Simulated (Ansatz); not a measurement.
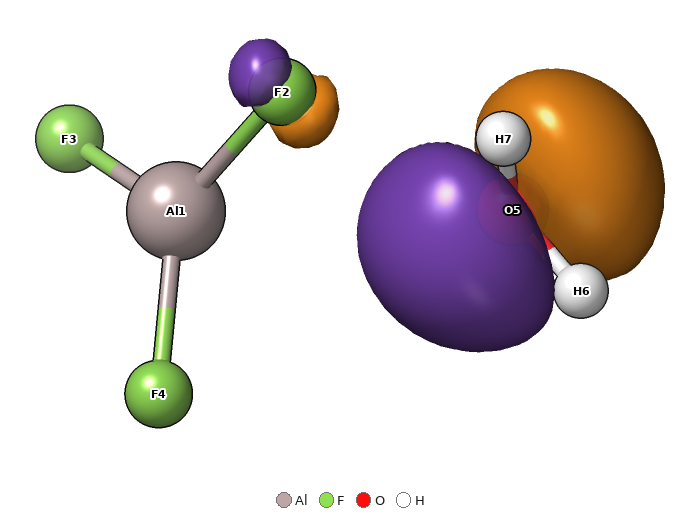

*AlF₃···H₂O. The HOMO at ±0.15 Å⁻³ᐟ² (orange and purple are the two phases), seen across its widest extent.*

Not at a stationary point (largest force 1.4 eV/Å).

These are results of RHF/def2-SVP in Ansatz, not measurements.

```xyz
7

Al    0.0861    0.3513   -0.1256
F     0.0143    0.2035    1.5333
F     1.4958    0.7445   -0.8408
F    -1.3126    0.3446   -0.9673
O     0.0824   -2.4561    0.8054
H    -0.7020   -2.9878    0.7783
H     0.0160   -1.9218    1.6143
```

Question: Where does this orbital lie, and at what energy?

Answer: It lies mainly on O5 (about 85 %); largely a lone pair of O5. Its energy is −14.56 eV.
